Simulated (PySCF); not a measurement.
**C5H8AlF (SMILES CC#CC[CH2][AlH][F]): density, localisation and related maps**

```xyz
15

C     2.4935    0.7920   -0.2428
C     1.2807    0.0529    0.0411
C     0.3711   -0.6922    0.3258
C    -0.8531   -1.4352    0.5566
C    -1.9515   -0.7201   -0.2783
Al   -1.1908    1.1280   -0.0827
F    -0.7460    2.1068   -1.3386
H     2.4784    1.7414    0.2907
H     2.5611    0.9931   -1.3112
H     3.3658    0.2189    0.0713
H    -0.7264   -2.4845    0.2752
H    -1.0964   -1.3923    1.6212
H    -2.9364   -1.0306    0.0806
H    -1.8835   -1.0851   -1.3142
H    -1.1709    1.8150    1.2832
```

Geometry: GFN2-xTB.

These are results of PySCF 2.14.0, PBE0/pcSseg-1, SCF density, gas phase, non-relativistic, not measurements.

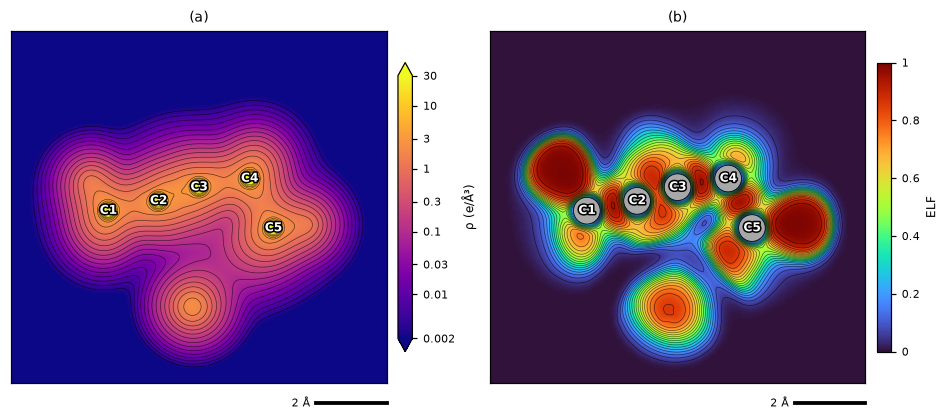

Figure 1. (a) electron density; (b) ELF on the plane of atoms C3, C4 and C5. Grey discs cover the atomic cores in the ELF map.

### Interpret the plot.

The section cuts through C sites.
C–C (1.21 Å): ρ at the midpoint is about 2.7 e/Å³; the ELF peaks at about 0.85 between the atoms (a short, multiple covalent bond).
The ELF also peaks beside F7, away from the bonds: lone-pair regions.

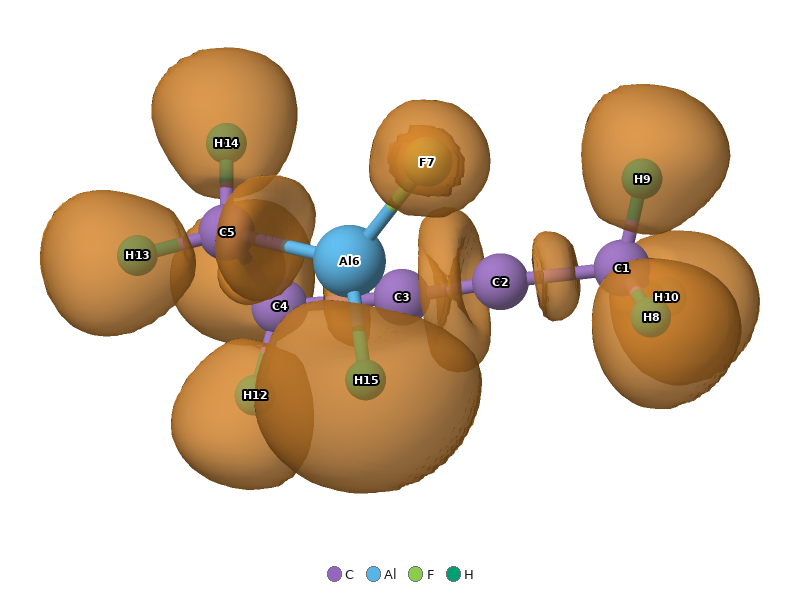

Figure 2. Isosurface of the ELF at 0.8 (orange), seen from one side. Only the valence region is drawn (cores and ρ < 0.01 e/Å³ removed).

### What do the ELF domains correspond to?

The surface consists of four regions between bonded C–C atoms (shared pairs), eight regions around hydrogen nuclei, one region wrapped around Al (its valence shell) and one region wrapped around F (its valence shell). Profiles from the grid: Al–F (1.65 Å): the ELF peaks at about 0.85 in the valence shell of F, 0.5 Å from its nucleus, and is about 0.30 at the midpoint.

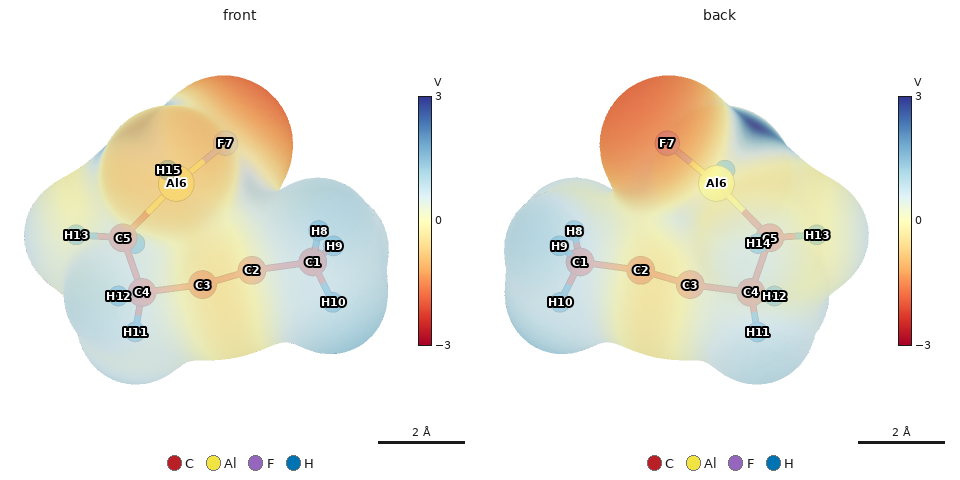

Figure 3. The molecular electrostatic potential painted on the density surface at 0.002 e/bohr³, seen from the front and from behind; red is negative and blue positive.

### Where is the surface potential most negative and most positive?

The most negative region (about −1.7 V) lies over F7, the most positive (about +2.4 V) over Al6.
